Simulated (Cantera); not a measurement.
Charge: 1 mol Si, 0.85 mol Cl₂, 6.9 mol N₂, equilibrated at 75.0 Torr.

Method: chemical equilibrium by Gibbs-energy minimisation in Cantera with the NASA 1993 tables (ideal gas, pure condensed phases). Candidate condensed phases: Si, Si₃N₄; 13 gas species. N₂ is the only nitrogen source here; it is nearly inert below about 1500 K, so the nitride shown seldom forms there in practice. The tables' values for SiCl₃ are old estimates; treat these amounts as uncertain. Rates play no part.

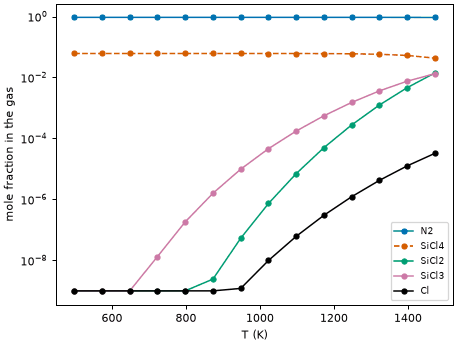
*Equilibrium gas composition (values under 1e-9 drawn at 1e-9)*

From 498 K to 1473 K the condensed part is Si₃N₄(s). The main Si-bearing gas is SiCl₄ throughout.
